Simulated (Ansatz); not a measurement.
**HSE06/cc-pVTZ run of BrF (bromine fluoride)**

Aim: the electronic atomisation energy of BrF (bromine fluoride) at HSE06/cc-pVTZ, from 3 runs. 

The results are computed with Ansatz 0.2.0.

### Step 1. The system as given

The species is BrF (2 atoms), meant as a singlet with charge 0. SMILES: `FBr`. The coordinates come from a PBE0-D4/def2-TZVP relaxation.

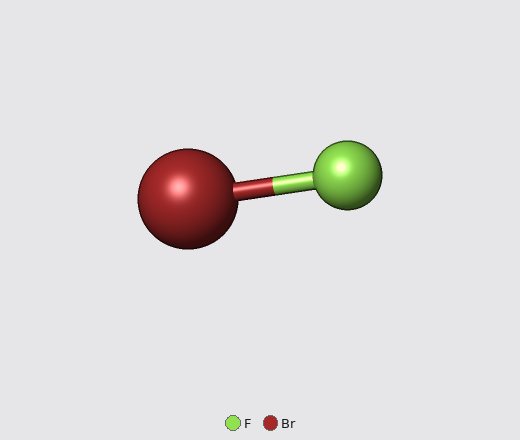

Viewed from a chosen angle; fluorine green, bromine red.

### Step 2. A single-point energy at HSE06/cc-pVTZ

molecule.yaml reads:

```yaml
crystal:
  periodic: [false, false, false]
  atoms:
    - symbol: F
      position_ang: [-0.000000, -0.000000, 0.023210]
    - symbol: Br
      position_ang: [0.000000, 0.000000, 1.776730]
basis:
  gaussian:
    orbitals: cc-pVTZ
hamiltonian:
  xc: {name: HSE06}
accuracy: high
output: {orbitals: {seedname: orbitals}}
```

On the command line:

```bash
$ ansatz run molecule.yaml --threads 1 --pin off --max-ram 3480MiB --events-out events.jsonl --progress --plain --runs-dir runs
```

Standard output:

```text
Warning: RAYON_NUM_THREADS=1 ignored (pool sized by the plan → 1); use --threads N
Functional definition: HSE06
  name "HSE06"
  parameter a = 0.25
  parameter omega = 0.11/bohr
  exchange = pbe_x - a*pbe_x_sr(omega) + a*exact_x_sr(omega)
  correlation = pbe_c
966 factors; integrals over basis functions are off by at most 4.5e-9 eV
57 factors; integrals over basis functions are off by at most 1.0e-9 eV
mean field evaluation 1: about -72751.9775 eV, gradient 2.7e1 eV
mean field evaluation 2: about -72748.6921 eV, gradient 5.3e1 eV
mean field evaluation 4: about -72752.9604 eV, gradient 1.1e0 eV
mean field evaluation 8: about -72753.0223 eV, gradient 3.5e-2 eV
mean field evaluation 16: about -72753.0223 eV, gradient 1.6e-6 eV
mean field -72753.02228369 eV, -2673.6242551561 hartree, gradient 1.4e-8 eV, S^2 0.000000; 0 other end points of the search recorded, 0 dependent functions left out
reference -72753.02228548 eV, -2673.6242552217 hartree; 22, 22 occupied and 51, 51 virtual orbitals, 966 factors
Total energy: -72753.02228548 eV, -2673.6242552217 hartree
```

It took 3.3 s on 1 thread of Arm Neoverse V2, shared host; peak memory 0.15 GiB.

### Step 3. The Br atom

in.yaml reads:

```yaml
basis:
  gaussian:
    orbitals: cc-pVTZ
crystal:
  periodic: [false, false, false]
  atoms:
    - {symbol: Br, position_ang: [0.000000, 0.000000, 0.000000]}
total_charge: 0
magnetization:
  spin_polarized: true
  initial_magnetization: 1
hamiltonian:
  xc: hse06
accuracy: high
```

Run the same way, it converges to -2573.86270 Eh (log not shown).

### Step 4. The F atom

input.yaml reads:

```yaml
crystal:
  periodic: [false, false, false]
  atoms:
    - {symbol: F, position_ang: [0.000000, 0.000000, 0.000000]}
basis:
  gaussian:
    orbitals: cc-pVTZ
total_charge: 0
magnetization:
  spin_polarized: true
  initial_magnetization: 1
hamiltonian:
  xc: hse06
accuracy: high
```

On the command line:

```bash
$ ansatz run input.yaml --threads 1 --pin off --max-ram 3480MiB --events-out events.jsonl --progress --plain --runs-dir runs
```

Standard output (excerpt; [...] marks lines left out):

```text
Warning: RAYON_NUM_THREADS=1 ignored (pool sized by the plan → 1); use --threads N
[... 6 set-up lines as earlier in the session ...]
299 factors; integrals over basis functions are off by at most 2.7e-9 eV
35 factors; integrals over basis functions are off by at most 2.7e-10 eV
mean field evaluation 1: about -2711.9191 eV, gradient 7.2e0 eV
mean field evaluation 2: about -2712.0071 eV, gradient 2.5e0 eV
mean field evaluation 4: about -2712.0218 eV, gradient 4.2e-2 eV
mean field evaluation 8: about -2712.0217 eV, gradient 5.3e-4 eV
mean field evaluation 16: about -2712.0217 eV, gradient 9.9e-8 eV
mean field -2712.02166203 eV, -99.6649578055 hartree, gradient 9.9e-8 eV, S^2 0.751517; 0 other end points of the search recorded, 0 dependent functions left out
reference -2712.02166264 eV, -99.6649578278 hartree; 5, 4 occupied and 25, 26 virtual orbitals, 299 factors
Total energy: -2712.02166264 eV, -99.6649578278 hartree
```

Run time: 0.52 s. Hardware: 1 thread of Arm Neoverse V2, shared host.

### Step 5. What came out

At HSE06/cc-pVTZ:

| quantity | value |
| --- | --- |
| molecule: total energy | -2673.62426 Eh |
| molecule: HOMO energy | -8.40 eV |
| molecule: LUMO energy | -3.66 eV |
| molecule: HOMO–LUMO gap | 4.74 eV |
| Br atom: total energy | -2573.86270 Eh |
| Br atom: ⟨S²⟩ | 0.753 |
| F atom: total energy | -99.66496 Eh |
| F atom: ⟨S²⟩ | 0.752 |
| electronic atomisation energy | 2.628 eV |

In words: Taking the molecule apart into free atoms costs 2.63 eV (254 kJ/mol), before zero-point energy and without spin-orbit coupling.
